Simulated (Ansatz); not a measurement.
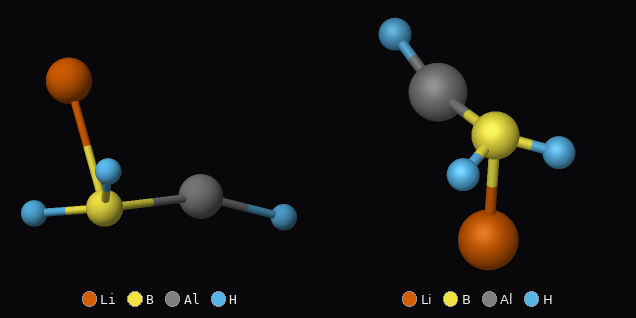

Both panels show the same species.

The geometry was computed by an optimisation with PBE0-D4/def2-TZVP. No frequency run is at hand to confirm it as a minimum.

**Count the atoms of each element.**

AlBH₃Li, 6 atoms: 1 aluminium, 1 boron, 3 hydrogen and 1 lithium.

**What is the point group of this geometry?**

Cs.

**Count the bonded pairs by element.**

2 B–H, 1 B–Li, 1 Al–H, 1 Al–B. Sticks follow a distance rule.

**How many atoms are distinct by symmetry?**

5: 1 Li, 1 B, 1 Al, 2 H, 1 H.

More results for the same structure follow; atom numbers are the same in all pictures, views and colours differ.

Geometry

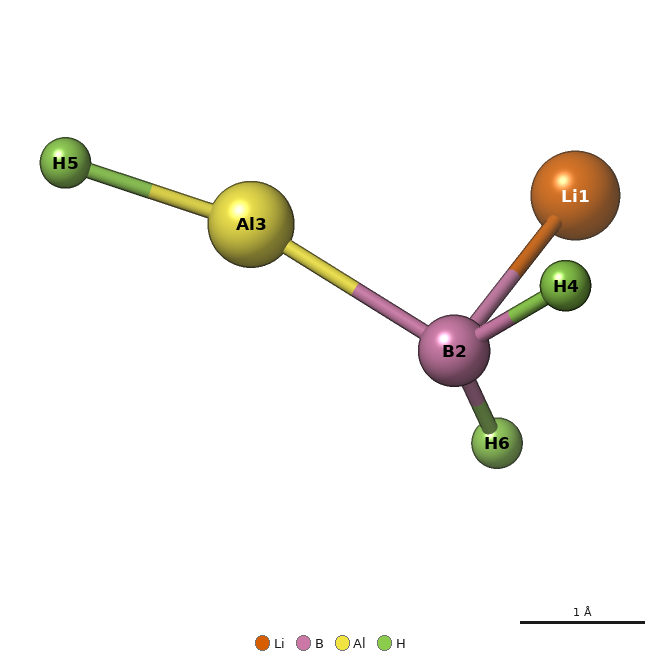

Atoms carry their numbers in the input. No frequency run is at hand to confirm it as a minimum.

Give these bond angles: Li1–B2–Al3, Li1–B2–H4, Al3–B2–H4, H4–B2–H6, B2–Al3–H5.

```
     angle  degrees
Li1–B2–Al3     89.5
 Li1–B2–H4     75.1
 Al3–B2–H4    117.7
  H4–B2–H6    115.6
 B2–Al3–H5    161.7
```

Dipole moment

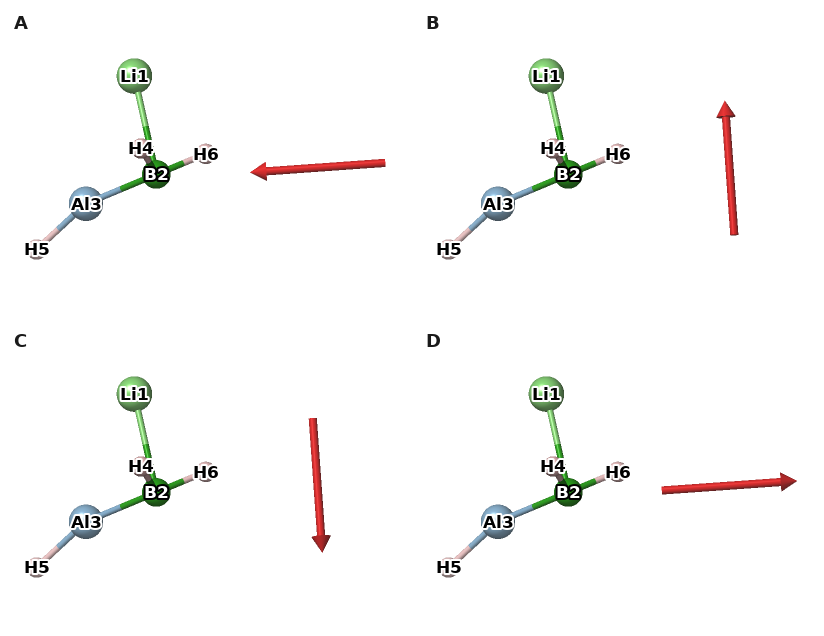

The same molecule four times, each with an arrow. No frequency run is at hand to confirm it as a minimum. Properties computed with RKS PBE0-D4/def2-TZVP (Ansatz 0.2.0).

**Which arrow points along the dipole moment, from the negative to the positive end?**

B. The dipole moment is 4.89 D; it points from the side of H5 to the side of Li1 (the outermost atoms at the two ends).

Electronic properties

No frequency run is at hand to confirm it as a minimum. Properties computed with RKS PBE0-D4/def2-TZVPP (Ansatz 0.2.0).

Computed properties:

- HOMO energy (Kohn–Sham orbital): −4.55 eV
- LUMO energy (Kohn–Sham orbital): −1.32 eV
- HOMO–LUMO gap: 3.22 eV

Charges

The questions are on Mulliken charges. No frequency run is at hand to confirm it as a minimum. Properties computed with RKS PBE0-D4/def2-TZVP (Ansatz 0.2.0).

**Which atom carries the highest charge (most positive or least negative)?**

Li1 (0.57 e).

**And the lowest?**

B2 (−0.67 e).

List the Mulliken charges.

| atom | value (e) |
| --- | --- |
| Li1 | 0.57 |
| B2 | −0.67 |
| Al3 | 0.10 |
| H4 | 0.04 |
| H5 | −0.08 |
| H6 | 0.04 |

Mulliken values depend strongly on the basis set and can even reverse the polarity of a bond.
